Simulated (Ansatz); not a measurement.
**SnGeH6 (SMILES [GeH3][SnH3]) at PBE/def2-SVP (core potential)**

Aim: the vertical singlet–triplet gap of SnGeH6 at PBE/def2-SVP (core potential), from 2 runs. 

The calculation is run with Ansatz 0.2.0.

41 further runs of the same task are left out: 41 set aside as unsound or not needed.

## (1) The system as given

The species is SnGeH6 (8 atoms), meant as a singlet with charge 0. As SMILES, `[GeH3][SnH3]`. The coordinates come from a PBE0-D4/def2-TZVP relaxation.

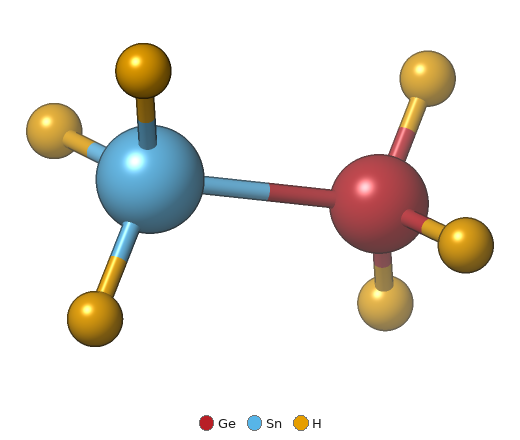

Viewed from a chosen angle; germanium red, tin blue, hydrogen amber.

## (2) The energy at PBE/def2-SVP (core potential)

The input, input.yaml:

```yaml
basis:
  gaussian:
    orbitals: def2-SVP
crystal:
  periodic: [false, false, false]
  atoms:
    - {symbol: Ge, position_ang: [-0.754100, 0.285800, -1.041300]}
    - {symbol: Sn, position_ang: [0.751500, -0.290300, 0.992300]}
    - {symbol: H, position_ang: [-1.830800, 1.307300, -0.639500]}
    - {symbol: H, position_ang: [-1.453400, -0.978600, -1.567000]}
    - {symbol: H, position_ang: [0.087500, 0.886500, -2.179300]}
    - {symbol: H, position_ang: [-0.187600, -0.932800, 2.265200]}
    - {symbol: H, position_ang: [1.931000, -1.444200, 0.553800]}
    - {symbol: H, position_ang: [1.547900, 1.109100, 1.560100]}
hamiltonian:
  xc: pbe
accuracy: high
output: {orbitals: {seedname: orbitals}}
```

Run with:

```console
ansatz run input.yaml --threads 1 --pin off --max-ram 3480MiB --events-out events.jsonl --progress --plain --runs-dir runs
```

The program printed:

```text
Warning: RAYON_NUM_THREADS=1 ignored (pool sized by the plan → 1); use --threads N
Functional definition: PBE
  name "PBE"
  parameter kappa = 0.804
  parameter beta = 0.06672455060314922
  exchange = pbe_x(kappa = kappa, mu = beta*pi^2/3)
  correlation = pbe_c(beta = beta)
2024 factors; integrals over basis functions are off by at most 1.1e-8 eV
mean field evaluation 1: about -62429.2660 eV, gradient 2.3e1 eV
mean field evaluation 2: about -62429.7790 eV, gradient 2.2e1 eV
mean field evaluation 4: about -62430.4135 eV, gradient 5.8e-1 eV
mean field evaluation 8: about -62430.4048 eV, gradient 2.8e-2 eV
mean field evaluation 16: about -62430.4048 eV, gradient 1.3e-6 eV
mean field -62430.40483285 eV, -2294.2750607591 hartree, gradient 3.1e-8 eV, S^2 0.000000; 0 other end points of the search recorded, 0 dependent functions left out
reference -62430.40483690 eV, -2294.2750609080 hartree; 30, 30 occupied and 58, 58 virtual orbitals, 2024 factors
Total energy: -62430.40483690 eV, -2294.2750609080 hartree
```

Run time: 6 s. Hardware: 1 thread of Arm Neoverse V2, shared host; peak memory 0.23 GiB.

## (3) The triplet, same level

The input, in.yaml:

```yaml
crystal:
  periodic: [false, false, false]
  atoms:
    - {symbol: Ge, position_ang: [-0.754100, 0.285800, -1.041300]}
    - {symbol: Sn, position_ang: [0.751500, -0.290300, 0.992300]}
    - {symbol: H, position_ang: [-1.830800, 1.307300, -0.639500]}
    - {symbol: H, position_ang: [-1.453400, -0.978600, -1.567000]}
    - {symbol: H, position_ang: [0.087500, 0.886500, -2.179300]}
    - {symbol: H, position_ang: [-0.187600, -0.932800, 2.265200]}
    - {symbol: H, position_ang: [1.931000, -1.444200, 0.553800]}
    - {symbol: H, position_ang: [1.547900, 1.109100, 1.560100]}
basis:
  gaussian: {orbitals: def2-SVP}
magnetization: {spin_polarized: true, initial_magnetization: 2}
hamiltonian: {xc: pbe}
accuracy: high
output: {orbitals: {seedname: orbitals}}
```

Run with:

```console
ansatz run in.yaml --threads 1 --pin off --max-ram 3480MiB --events-out events.jsonl --progress --plain --runs-dir runs
```

The program printed (excerpt; [...] marks lines left out):

```text
Warning: RAYON_NUM_THREADS=1 ignored (pool sized by the plan → 1); use --threads N
[... 6 set-up lines as earlier in the session ...]
2024 factors; integrals over basis functions are off by at most 1.1e-8 eV
mean field evaluation 1: about -62423.2971 eV, gradient 1.7e1 eV
mean field evaluation 2: about -62423.3880 eV, gradient 1.9e1 eV
mean field evaluation 4: about -62424.6846 eV, gradient 3.0e-1 eV
mean field evaluation 8: about -62424.6767 eV, gradient 1.1e-1 eV
mean field evaluation 16: about -62424.6769 eV, gradient 1.0e-4 eV
mean field evaluation 32: about -62422.8376 eV, gradient 6.4e0 eV
mean field evaluation 64: about -62422.7424 eV, gradient 3.2e0 eV
mean field -62424.67688628 eV, -2294.0645626050 hartree, gradient 3.8e-8 eV, S^2 2.002074; 6 other end points of the search recorded, 0 dependent functions left out
reference -62424.67689041 eV, -2294.0645627569 hartree; 31, 29 occupied and 57, 59 virtual orbitals, 2024 factors
Total energy: -62424.67689041 eV, -2294.0645627569 hartree
```

Run time: 17 s. Hardware: 1 thread of Arm Neoverse V2, shared host; peak memory 0.3 GiB.

## (4) What came out

At PBE/def2-SVP (core potential):

| quantity | value |
| --- | --- |
| singlet: total energy | -2294.27506 Eh |
| singlet: HOMO energy | -6.85 eV |
| singlet: LUMO energy | -0.72 eV |
| singlet: HOMO–LUMO gap | 6.13 eV |
| triplet: total energy | -2294.06456 Eh |
| triplet: HOMO energy (highest over α and β) | -1.52 eV |
| triplet: ⟨S²⟩ | 2.002 |
| vertical energy of the triplet above the singlet | 5.728 eV |

**Reading.** At this shape the triplet lies 5.73 eV (132 kcal/mol) above the singlet.
